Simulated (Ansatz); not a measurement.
# TiHF3: geometry, orbitals and charge

What does TiHF3 look like as a singlet, and where do its frontier electrons sit?

The runs use Ansatz 0.2.0, Gaussian basis; RKS PBE0-D4/def2-TZVP.

The runs, in order: relaxation at PBE-D4/def2-TZVP; a search for the lowest solution at PBE0-D4/def2-SVP; a single point at PBE0-D4/def2-TZVP; harmonic vibrations at PBE-D4/def2-TZVP.

### 1 Where the work starts

5 atoms, charge 0, spin multiplicity 1.

Atoms are counted from 1 here; the program's logs count them from 0.

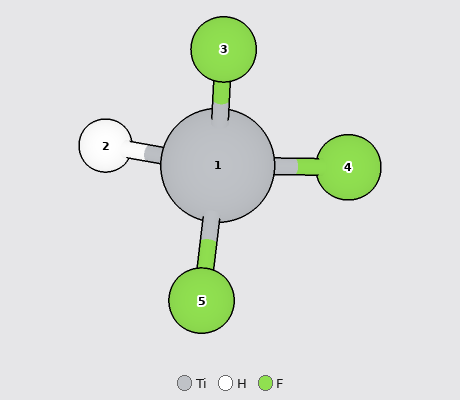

As it starts; titanium light grey, hydrogen white, fluorine green; atoms are numbered from 1 in the order of the file.

Formally the metal is d0. No spin-orbit coupling is included.

The start is a GFN2-xTB geometry.

### 2 Relaxation at PBE-D4/def2-TZVP

in.yaml reads:

```yaml
crystal:
  periodic: [false, false, false]
  atoms:
    - {symbol: Ti, position_ang: [-0.000060, -0.000260, 0.023050]}
    - {symbol: H, position_ang: [0.009030, -0.015140, 1.604790]}
    - {symbol: F, position_ang: [1.612130, 0.008990, -0.551280]}
    - {symbol: F, position_ang: [-0.813950, 1.402100, -0.524830]}
    - {symbol: F, position_ang: [-0.807150, -1.395690, -0.551730]}
basis:
  gaussian: {orbitals: def2-TZVP}
hamiltonian: {xc: pbe, dispersion: d4}
scf: {lower_state_search: "off"}
output: {orbitals: {seedname: orbitals}}
relax: {f_tol: 0.02, max_steps: 100}
```

Run with:

```console
$ ansatz run in.yaml --threads 4 --pin off --events-out ev --progress --plain --max-ram 3916MiB
```

Log:

```text
Functional definition: PBE
  name "PBE"
  cite "Perdew, Burke & Ernzerhof, Phys. Rev. Lett. 77, 3865 (1996) doi:10.1103/PhysRevLett.77.3865"
  parent pbe
  parameter kappa = 0.804
  parameter beta = 0.06672455060314922
  exchange = pbe_x(kappa = kappa, mu = beta*pi^2/3)
  correlation = pbe_c(beta = beta)
these checks for a lower state are left out or cut short: stability, starts, cluster_reference, orbital_swaps, neighbouring_geometries, increment
925 factors; their error is unknown
mean field evaluation 1: about -31273.8156 eV, gradient 5.6e1 eV
mean field evaluation 2: about -31230.0029 eV, gradient 1.9e2 eV
mean field evaluation 4: about -31277.3970 eV, gradient 1.7e1 eV
mean field evaluation 8: about -31277.9210 eV, gradient 1.2e-1 eV
mean field evaluation 16: about -31277.9210 eV, gradient 1.7e-5 eV
mean field -31277.92100141 eV, -1149.4423958657 hartree, gradient 1.5e-6 eV, S^2 0.000000; 0 other end points of the search recorded, 0 dependent functions left out
the calculation of the forces begins
reference -31277.92105376 eV, -1149.4423977894 hartree; 25, 25 occupied and 119, 119 virtual orbitals, 925 factors
relax step   1: F+E_penalty+E_count = -31277.99777607 eV  Δ(F+E_penalty+E_count) = +0.000e0 eV  max|allowed force component| = 1.726e0 eV/Å  Δτ_max = 0.0000 Å  (17 SCF iters, accepted)
these checks for a lower state are left out or cut short: stability, starts, cluster_reference, orbital_swaps, neighbouring_geometries, increment
925 factors; their error is unknown
mean field -31278.12737452 eV, -1149.4499799375 hartree, gradient 1.5e-6 eV, S^2 0.000000; 0 other end points of the search recorded, 0 dependent functions left out
the calculation of the forces begins
reference -31278.12742722 eV, -1149.4499818740 hartree; 25, 25 occupied and 119, 119 virtual orbitals, 925 factors
relax step   2: F+E_penalty+E_count = -31278.20166850 eV  Δ(F+E_penalty+E_count) = -2.039e-1 eV  max|allowed force component| = 5.451e-1 eV/Å  Δτ_max = 0.0585 Å  (22 SCF iters, accepted)
these checks for a lower state are left out or cut short: stability, starts, cluster_reference, orbital_swaps, neighbouring_geometries, increment
925 factors; their error is unknown
mean field evaluation 32: about -31278.1491 eV, gradient 2.3e-6 eV
mean field -31278.14914445 eV, -1149.4507799676 hartree, gradient 2.3e-6 eV, S^2 0.000000; 0 other end points of the search recorded, 0 dependent functions left out
the calculation of the forces begins
reference -31278.14919730 eV, -1149.4507819099 hartree; 25, 25 occupied and 119, 119 virtual orbitals, 925 factors
relax step   3: F+E_penalty+E_count = -31278.22260215 eV  Δ(F+E_penalty+E_count) = -2.093e-2 eV  max|allowed force component| = 8.749e-2 eV/Å  Δτ_max = 0.0343 Å  (21 SCF iters, accepted)
these checks for a lower state are left out or cut short: stability, starts, cluster_reference, orbital_swaps, neighbouring_geometries, increment
925 factors; their error is unknown
mean field -31278.14966297 eV, -1149.4507990230 hartree, gradient 2.5e-6 eV, S^2 0.000000; 0 other end points of the search recorded, 0 dependent functions left out
the calculation of the forces begins
reference -31278.14971583 eV, -1149.4508009655 hartree; 25, 25 occupied and 119, 119 virtual orbitals, 925 factors
relax step   4: F+E_penalty+E_count = -31278.22314087 eV  Δ(F+E_penalty+E_count) = -5.387e-4 eV  max|allowed force component| = 9.430e-3 eV/Å  Δτ_max = 0.0105 Å  (22 SCF iters, accepted)
Total energy: -31278.22319373 eV, -1149.4535012284 hartree
Atom 0 at    -0.000331     0.000553    -0.057890 Å, force     0.000046     0.000097    -0.007753 eV/Å
Atom 1 at     0.009003    -0.015574     1.636291 Å, force    -0.000091     0.000052    -0.007777 eV/Å
Atom 2 at     1.690206     0.009120    -0.535374 Å, force    -0.009430    -0.000033     0.005204 eV/Å
Atom 3 at    -0.852944     1.469182    -0.507518 Å, force     0.004791    -0.008267     0.005072 eV/Å
Atom 4 at    -0.845934    -1.463280    -0.535510 Å, force     0.004684     0.008151     0.005254 eV/Å
Dipole moment:     0.000028    -0.000075     0.008222 e Å
Checks for a lower state left out: stability, starts, cluster_reference, orbital_swaps, neighbouring_geometries, increment
```

Run time: 2.6 s. Hardware: 4 threads of Intel Xeon at 2.60GHz, shared host.

Along the way:

```
step  energy from step 1 (eV)  largest force component (eV/Å)
   1                   0.0000                          1.7262
   2                  -0.2039                          0.5451
   3                  -0.2248                          0.0875
   4                  -0.2254                          0.0094
```

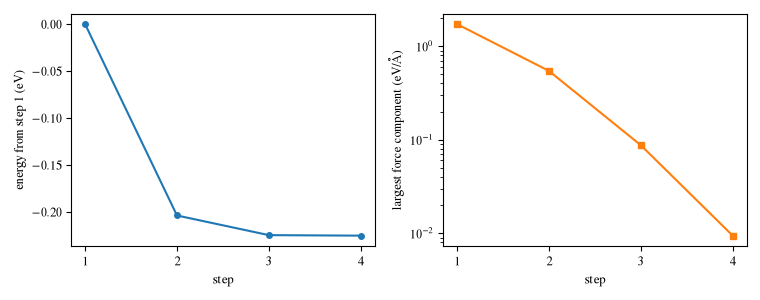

Energy and largest force along the relaxation.

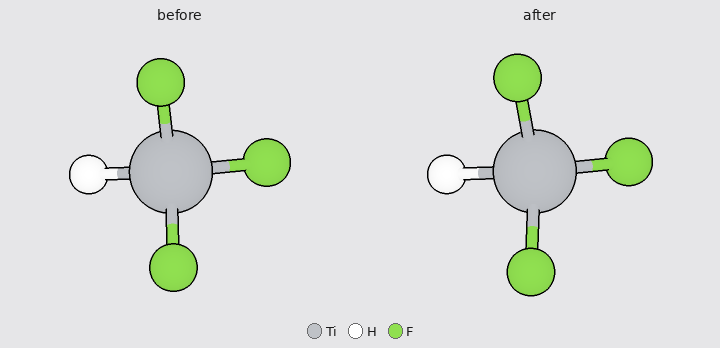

Before and after, at one scale.

Distances of close pairs at the start and the end, largest changes first:

```
  bond  before (Å)  after (Å)  change (Å)
Ti1–H2       1.582      1.694      +0.112
Ti1–F5       1.711      1.757      +0.045
Ti1–F3       1.711      1.757      +0.045
Ti1–F4       1.711      1.757      +0.045
```

Bonds by kind at the end (by distance):

```
bond  count  shortest (Å)  longest (Å)
F–Ti      3         1.757        1.757
H–Ti      1         1.694        1.694
```

### 3 Searching for the lowest solution, PBE0-D4/def2-SVP

start.molden holds the orbitals of an earlier run on this state, given as this run's starting guess.

in.yaml reads:

```yaml
crystal:
  periodic: [false, false, false]
  atoms:
    - {symbol: Ti, position_ang: [-0.000331, 0.000553, -0.057890]}
    - {symbol: H, position_ang: [0.009003, -0.015574, 1.636291]}
    - {symbol: F, position_ang: [1.690206, 0.009120, -0.535374]}
    - {symbol: F, position_ang: [-0.852944, 1.469182, -0.507518]}
    - {symbol: F, position_ang: [-0.845934, -1.463280, -0.535510]}
basis:
  gaussian: {orbitals: def2-SVP, initial_orbitals: start.molden}
hamiltonian: {xc: pbe0, dispersion: d4}
output: {orbitals: {seedname: orbitals}}
```

The command is unchanged.

Log:

```text
Functional definition: PBE0
  name "PBE0"
  cite "Adamo & Barone, J. Chem. Phys. 110, 6158 (1999) doi:10.1063/1.478522"
  cite "Perdew, Burke & Ernzerhof, Phys. Rev. Lett. 77, 3865 (1996) doi:10.1103/PhysRevLett.77.3865"
  parent pbe
  parameter a = 0.25
  parameter kappa = 0.804
  parameter beta = 0.06672455060314922
  exchange = (1 - a)*pbe_x(kappa = kappa, mu = beta*pi^2/3) + a*exact_x
  correlation = pbe_c(beta = beta)
781 factors; integrals over basis functions are off by at most 1.4e-3 eV
mean field evaluation 1: about -31264.2551 eV, gradient 1.3e1 eV
mean field evaluation 2: about -31264.5205 eV, gradient 2.9e-1 eV
mean field evaluation 4: about -31264.5883 eV, gradient 2.0e-3 eV
mean field evaluation 8: about -31257.0745 eV, gradient 6.3e1 eV
mean field evaluation 16: about -31264.5882 eV, gradient 1.9e-1 eV
mean field -31264.58829543 eV, -1148.9524279581 hartree, gradient 2.7e-5 eV, S^2 0.000000; 1 other end points of the search recorded, 0 dependent functions left out
reference -31264.58837907 eV, -1148.9524310318 hartree; 25, 25 occupied and 53, 53 virtual orbitals, 781 factors
Total energy: -31264.64982353 eV, -1148.9546890741 hartree
```

Run time: 0.95 s. Hardware: 4 threads of Intel Xeon at 2.60GHz, shared host.

From the report: HOMO -9.74 eV, LUMO -3.24 eV.

### 4 Single point, PBE0-D4/def2-TZVP

in.yaml: that of step 3 with these lines changed.

```diff
@@ -9,4 +9,5 @@
 basis:
-  gaussian: {orbitals: def2-SVP, initial_orbitals: start.molden}
+  gaussian: {orbitals: def2-TZVP, initial_orbitals: start.molden}
 hamiltonian: {xc: pbe0, dispersion: d4}
+scf: {omitted_lower_state_checks: [starts]}
 output: {orbitals: {seedname: orbitals}}
```

The command is unchanged.

Log:

```text
Functional definition: PBE0
  name "PBE0"
  cite "Adamo & Barone, J. Chem. Phys. 110, 6158 (1999) doi:10.1063/1.478522"
  cite "Perdew, Burke & Ernzerhof, Phys. Rev. Lett. 77, 3865 (1996) doi:10.1103/PhysRevLett.77.3865"
  parent pbe
  parameter a = 0.25
  parameter kappa = 0.804
  parameter beta = 0.06672455060314922
  exchange = (1 - a)*pbe_x(kappa = kappa, mu = beta*pi^2/3) + a*exact_x
  correlation = pbe_c(beta = beta)
these checks for a lower state are left out or cut short: starts
978 factors; their error is unknown
mean field evaluation 1: about -31273.3339 eV, gradient 2.1e2 eV
mean field evaluation 2: about -31277.6670 eV, gradient 5.3e0 eV
mean field evaluation 4: about -31277.9165 eV, gradient 1.9e-1 eV
mean field evaluation 8: about -31277.9166 eV, gradient 1.9e-5 eV
mean field -31277.91658136 eV, -1149.4422334316 hartree, gradient 1.9e-5 eV, S^2 0.000000; 0 other end points of the search recorded, 0 dependent functions left out
reference -31277.91661797 eV, -1149.4422347769 hartree; 25, 25 occupied and 119, 119 virtual orbitals, 978 factors
Total energy: -31277.97806243 eV, -1149.4444928192 hartree
Checks for a lower state left out: starts
```

Run time: 1 s. Hardware: 4 threads of Intel Xeon at 2.60GHz, shared host.

From the report: HOMO -9.82 eV, LUMO -3.23 eV.

Mulliken charges, from this run's orbitals:

```
atom  value (e)
 Ti1       1.37
  H2      -0.06
  F3      -0.44
  F4      -0.44
  F5      -0.44
```

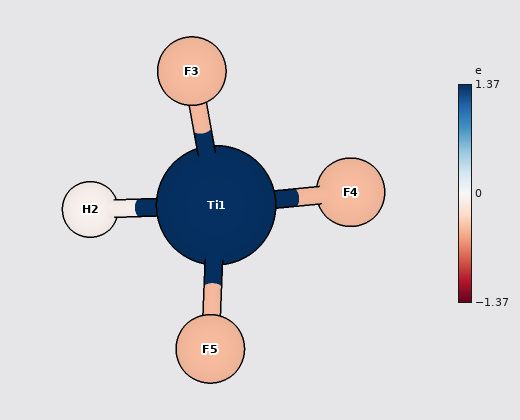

Mulliken charges, from this run's orbitals, as colours on the atoms.

Largest Mayer bond orders: Ti1–F3 0.97; Ti1–F4 0.97; Ti1–F5 0.97; Ti1–H2 0.96.

### 5 Vibrations by finite differences

in.yaml: that of step 4 with these lines changed.

```diff
@@ -9,5 +9,5 @@
 basis:
-  gaussian: {orbitals: def2-TZVP, initial_orbitals: start.molden}
-hamiltonian: {xc: pbe0, dispersion: d4}
+  gaussian: {orbitals: def2-TZVP}
+hamiltonian: {xc: pbe, dispersion: d4}
 scf: {omitted_lower_state_checks: [starts]}
-output: {orbitals: {seedname: orbitals}}
+phonons: {temperatures: {t_min: 298.15, t_max: 900, t_step: 200}}
```

Launched as before.

Log:

```text
Functional definition: PBE
  name "PBE"
  cite "Perdew, Burke & Ernzerhof, Phys. Rev. Lett. 77, 3865 (1996) doi:10.1103/PhysRevLett.77.3865"
  parent pbe
  parameter kappa = 0.804
  parameter beta = 0.06672455060314922
  exchange = pbe_x(kappa = kappa, mu = beta*pi^2/3)
  correlation = pbe_c(beta = beta)
these checks for a lower state are left out or cut short: starts
925 factors; their error is unknown
mean field evaluation 1: about -31273.6154 eV, gradient 5.8e1 eV
mean field evaluation 2: about -31162.9647 eV, gradient 3.1e2 eV
mean field evaluation 4: about -31277.0455 eV, gradient 2.4e1 eV
mean field evaluation 8: about -31278.1561 eV, gradient 1.5e-1 eV
mean field evaluation 16: about -31278.1497 eV, gradient 8.6e-5 eV
mean field -31278.14966297 eV, -1149.4507990229 hartree, gradient 2.6e-5 eV, S^2 0.000000; 0 other end points of the search recorded, 0 dependent functions left out
[... 4 lines left out ...]
mean field -31278.14952433 eV, -1149.4507939278 hartree, gradient 1.1e-6 eV, S^2 0.000000; 0 other end points of the search recorded, 0 dependent functions left out
[... 4 lines left out ...]
mean field -31278.14952499 eV, -1149.4507939521 hartree, gradient 1.1e-6 eV, S^2 0.000000; 0 other end points of the search recorded, 0 dependent functions left out
[... 5 lines left out ...]
mean field -31278.14952512 eV, -1149.4507939569 hartree, gradient 1.1e-6 eV, S^2 0.000000; 0 other end points of the search recorded, 0 dependent functions left out
[... 4 lines left out ...]
mean field -31278.14952417 eV, -1149.4507939220 hartree, gradient 1.1e-6 eV, S^2 0.000000; 0 other end points of the search recorded, 0 dependent functions left out
[... 4 lines left out ...]
mean field -31278.14955561 eV, -1149.4507950775 hartree, gradient 1.1e-6 eV, S^2 0.000000; 0 other end points of the search recorded, 0 dependent functions left out
[... 4 lines left out ...]
mean field -31278.14962935 eV, -1149.4507977874 hartree, gradient 9.1e-7 eV, S^2 0.000000; 0 other end points of the search recorded, 0 dependent functions left out
[... 4 lines left out ...]
mean field -31278.14965971 eV, -1149.4507989030 hartree, gradient 1.5e-6 eV, S^2 0.000000; 0 other end points of the search recorded, 0 dependent functions left out
[... 5 lines left out ...]
mean field -31278.14965986 eV, -1149.4507989086 hartree, gradient 2.3e-6 eV, S^2 0.000000; 0 other end points of the search recorded, 0 dependent functions left out
[... 4 lines left out ...]
mean field -31278.14965965 eV, -1149.4507989009 hartree, gradient 2.0e-6 eV, S^2 0.000000; 0 other end points of the search recorded, 0 dependent functions left out
[... 4 lines left out ...]
mean field -31278.14965992 eV, -1149.4507989106 hartree, gradient 2.0e-6 eV, S^2 0.000000; 0 other end points of the search recorded, 0 dependent functions left out
[... 4 lines left out ...]
mean field -31278.14963606 eV, -1149.4507980340 hartree, gradient 1.5e-6 eV, S^2 0.000000; 0 other end points of the search recorded, 0 dependent functions left out
[... 4 lines left out ...]
mean field -31278.14962020 eV, -1149.4507974511 hartree, gradient 6.1e-7 eV, S^2 0.000000; 0 other end points of the search recorded, 0 dependent functions left out
[... 5 lines left out ...]
mean field -31278.14958282 eV, -1149.4507960775 hartree, gradient 2.9e-6 eV, S^2 0.000000; 0 other end points of the search recorded, 0 dependent functions left out
[... 4 lines left out ...]
mean field -31278.14958069 eV, -1149.4507959992 hartree, gradient 2.0e-6 eV, S^2 0.000000; 0 other end points of the search recorded, 0 dependent functions left out
[... 4 lines left out ...]
mean field -31278.14965902 eV, -1149.4507988776 hartree, gradient 2.3e-6 eV, S^2 0.000000; 0 other end points of the search recorded, 0 dependent functions left out
[... 4 lines left out ...]
mean field -31278.14965901 eV, -1149.4507988775 hartree, gradient 2.1e-6 eV, S^2 0.000000; 0 other end points of the search recorded, 0 dependent functions left out
[... 4 lines left out ...]
mean field -31278.14966332 eV, -1149.4507990358 hartree, gradient 2.5e-6 eV, S^2 0.000000; 0 other end points of the search recorded, 0 dependent functions left out
[... 4 lines left out ...]
mean field -31278.14964418 eV, -1149.4507983322 hartree, gradient 2.2e-6 eV, S^2 0.000000; 0 other end points of the search recorded, 0 dependent functions left out
[... 5 lines left out ...]
mean field -31278.14963912 eV, -1149.4507981465 hartree, gradient 1.5e-6 eV, S^2 0.000000; 0 other end points of the search recorded, 0 dependent functions left out
[... 4 lines left out ...]
mean field -31278.14963959 eV, -1149.4507981636 hartree, gradient 2.3e-6 eV, S^2 0.000000; 0 other end points of the search recorded, 0 dependent functions left out
[... 4 lines left out ...]
mean field -31278.14960125 eV, -1149.4507967545 hartree, gradient 2.9e-6 eV, S^2 0.000000; 0 other end points of the search recorded, 0 dependent functions left out
[... 4 lines left out ...]
mean field -31278.14960013 eV, -1149.4507967134 hartree, gradient 1.8e-6 eV, S^2 0.000000; 0 other end points of the search recorded, 0 dependent functions left out
[... 4 lines left out ...]
mean field -31278.14966411 eV, -1149.4507990649 hartree, gradient 2.4e-6 eV, S^2 0.000000; 0 other end points of the search recorded, 0 dependent functions left out
[... 5 lines left out ...]
mean field -31278.14964481 eV, -1149.4507983553 hartree, gradient 2.3e-6 eV, S^2 0.000000; 0 other end points of the search recorded, 0 dependent functions left out
[... 4 lines left out ...]
mean field -31278.14963925 eV, -1149.4507981511 hartree, gradient 1.6e-6 eV, S^2 0.000000; 0 other end points of the search recorded, 0 dependent functions left out
[... 4 lines left out ...]
mean field -31278.14964011 eV, -1149.4507981826 hartree, gradient 2.3e-6 eV, S^2 0.000000; 0 other end points of the search recorded, 0 dependent functions left out
[... 4 lines left out ...]
mean field -31278.14960017 eV, -1149.4507967151 hartree, gradient 1.7e-6 eV, S^2 0.000000; 0 other end points of the search recorded, 0 dependent functions left out
[... 4 lines left out ...]
mean field -31278.14960198 eV, -1149.4507967816 hartree, gradient 2.9e-6 eV, S^2 0.000000; 0 other end points of the search recorded, 0 dependent functions left out
[... 5 lines left out ...]
mean field -31278.14966344 eV, -1149.4507990399 hartree, gradient 2.4e-6 eV, S^2 0.000000; 0 other end points of the search recorded, 0 dependent functions left out
[... 4 lines left out ...]
mean field -31278.14964405 eV, -1149.4507983277 hartree, gradient 2.3e-6 eV, S^2 0.000000; 0 other end points of the search recorded, 0 dependent functions left out
[... 2 lines left out ...]
Total energy: -31278.22319373 eV, -1149.4535012285 hartree
Atom 0 at    -0.000331     0.000553    -0.057890 Å, force     0.000042     0.000126    -0.007763 eV/Å
Atom 1 at     0.009003    -0.015574     1.636291 Å, force    -0.000091     0.000050    -0.007770 eV/Å
Atom 2 at     1.690206     0.009120    -0.535374 Å, force    -0.009430    -0.000035     0.005204 eV/Å
Atom 3 at    -0.852944     1.469182    -0.507518 Å, force     0.004799    -0.008281     0.005077 eV/Å
Atom 4 at    -0.845934    -1.463280    -0.535510 Å, force     0.004680     0.008140     0.005252 eV/Å
Dipole moment:     0.000028    -0.000077     0.008223 e Å
Vibrations: 191.01 191.43 191.46 526.85 526.86 700.18 793.46 793.52 1751.77 cm⁻¹, zero-point energy 0.351281 eV
Checks for a lower state left out: starts
```

Wall time 17 s (4 threads of Intel Xeon at 2.60GHz, shared host).

Motions are named by where the mode's potential energy lies. The modes, unscaled (a negative number is an imaginary wavenumber):

```
mode  cm⁻¹        motion
   1   191          bend
   2   191          bend
   3   191          bend
   4   527          bend
   5   527          bend
   6   700  Ti–F stretch
   7   793  Ti–F stretch
   8   794  Ti–F stretch
   9  1752  Ti–H stretch
```

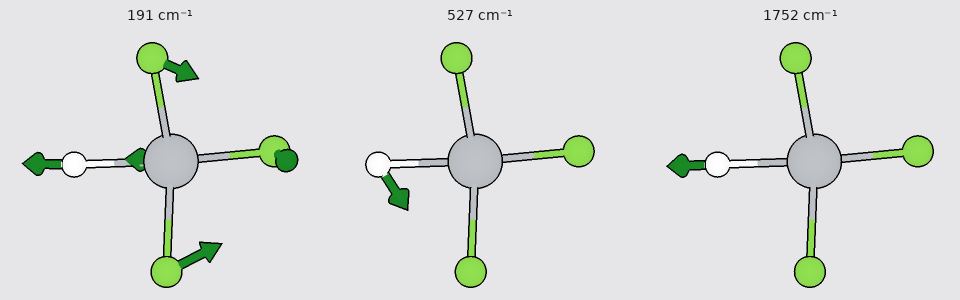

How the atoms move in 3 of the modes.

### 6 Outcome

| quantity | value |
| --- | --- |
| point group | C3v |
| near neighbours of the metal | H 1.69, F 1.76, F 1.76, F 1.76 Å |
| HOMO, LUMO at PBE0-D4/def2-TZVP | -9.82, -3.23 eV |
| charge on the metal (Mulliken, PBE0-D4/def2-TZVP) | +1.37 e |
| dipole at PBE-D4/def2-TZVP | 0.04 D |
| lowest, highest wavenumber | 191, 1752 cm⁻¹ |

What this shows: The molecule keeps its bonding pattern by the stored test; the atoms moved 0.07 Å (rms). The metal has 4 near neighbours by the distance rule, from 1.69 to 1.76 Å. The Mulliken charge of the metal, +1.37 e, depends on the basis and isn't its oxidation state. All wavenumbers are real: a minimum at this level. Whether this spin is the lowest isn't tested here.
